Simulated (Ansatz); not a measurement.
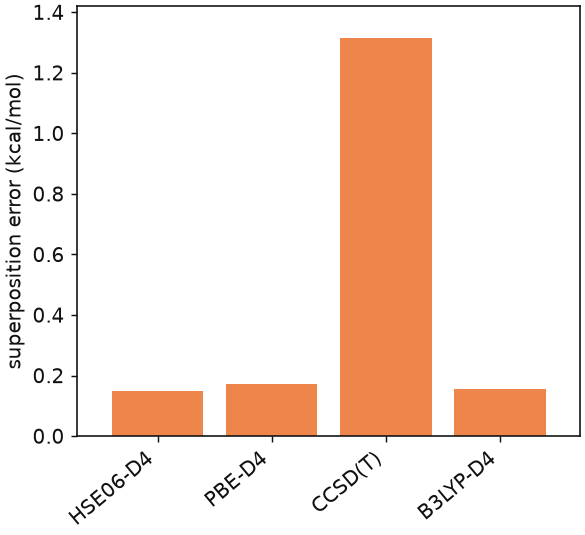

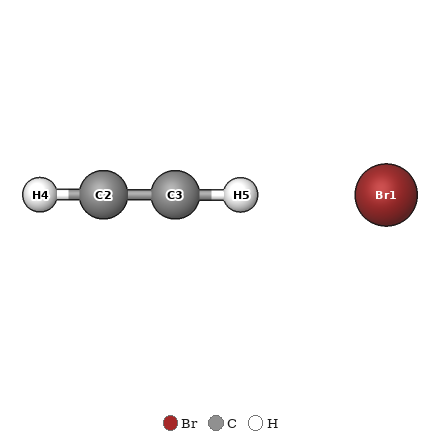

Basis-set superposition error of the pair Br⁻ and C₂H₂ (SMILES [Br-].C#C) at one optimised PBE0-D4 geometry, drawn, with the closest contact Br1···H5 2.44 Å (H···H pairs aside; other arrangements can bind more strongly; the cost of deforming the partners isn't counted), def2-TZVPPD, the Ansatz code; cores frozen in correlated methods. On heavy atoms the filled d shell below the valence is correlated.

> What range do the values span?

From 0.15 kcal/mol (HSE06-D4) to 1.31 kcal/mol (CCSD(T)).

> Give the values.

| level | kcal/mol |
| --- | --- |
| HSE06-D4 | 0.15 |
| PBE-D4 | 0.17 |
| CCSD(T) | 1.31 |
| B3LYP-D4 | 0.15 |

Known limits of this run: no scalar relativity up to krypton.
